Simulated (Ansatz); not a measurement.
Take HfN in the rock salt structure (space group Fm-3m, No. 225; a = 4.502 Å; relaxed with 0.1 eV smearing) as the base.

Structures relaxed with PBEsol (Ansatz, a program for electronic structure, PAW, scalar-relativistic without spin-orbit coupling).

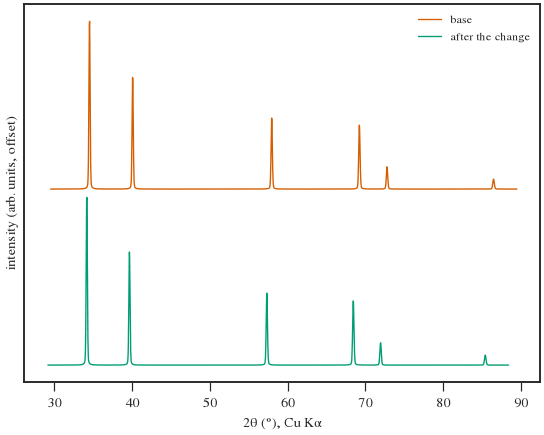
Simulated powder patterns before (top) and after one change

Question: What was done to the base?
(A) isotropic strain +2.00 %
(B) isotropic strain +2.50 %
(C) isotropic strain +1.00 %
(D) isotropic strain −0.50 %

Answer: C, isotropic strain +1.00 %. Its volume per atom is 11.75 Å³ against 11.40 Å³, and its space group is Fm-3m (No. 225).

No phonon test of stability was made. All final runs are without spin polarisation.
